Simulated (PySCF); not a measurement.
C5H10O2Si (SMILES C=CCC[C]([O-])O[SiH3]) (charge −1, doublet)

Input file:

```
{"job": {"kind": "epr", "basis": "pcH-1"}, "charge": -1, "multiplicity": 2}
C     -3.161865     0.248713     0.494553
C     -2.489554    -0.425107    -0.473154
C     -1.038380    -0.675506    -0.456243
C     -0.234704     0.469817    -1.217548
C      1.221711     0.216601    -1.241887
O      1.854054    -0.446659    -2.098867
O      1.832734     0.567439    -0.038396
Si     3.266154     0.097614     0.506730
H     -2.679356     0.537628     1.413511
H     -4.203051     0.509673     0.390918
H     -3.009429    -0.674926    -1.392147
H     -0.654755    -0.700077     0.565839
H     -0.786424    -1.614680    -0.954398
H     -0.612238     0.518523    -2.240691
H     -0.453192     1.405681    -0.698514
H      3.345645     0.878350     1.746768
H      3.404932    -1.340522     0.805033
H      4.388959     0.433755    -0.387924
```

Command:

```sh
OMP_NUM_THREADS=1 python probes_run.py task.json out
```

Geometry: GFN2-xTB.

Level of theory: PySCF 2.14.0, density-fitted response routines, UKS B3LYP, pcH-1 on C H O Si, non-relativistic, mean-field spin-orbit, GIAO.

Q: What can the converged electron density, electron localisation function and spin density tell about the bonding?

A: C–O (1.25 Å): the density is about 3.7 e/Å³ at the midpoint; the ELF peaks at about 0.85 between the atoms, as expected for a short, strongly polar bond.
Si–O (1.60 Å): the density is about 1.4 e/Å³ at the midpoint; the ELF peaks at about 0.85 between the atoms (a short, strongly polar bond).
C–O (1.39 Å): ρ at the midpoint is about 1.6 e/Å³; the ELF is about 0.40 at the midpoint and 0.05 at its lowest between the atoms.
The unpaired spin (1 electron) lies mostly on C5 (about 0.3), O6 (about 0.2), C1 (about 0.2) and C2 (about 0.1), in electrons by Hirshfeld's partition.

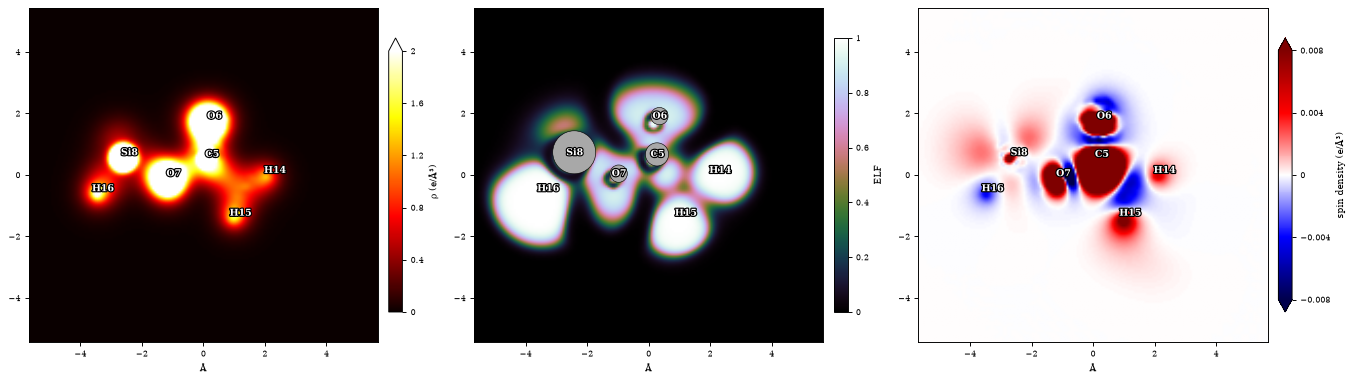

Computed electron density, electron localisation function and spin density on the plane of atoms C5, O7 and Si8, in this order. Grey discs cover the atomic cores in the ELF map. 
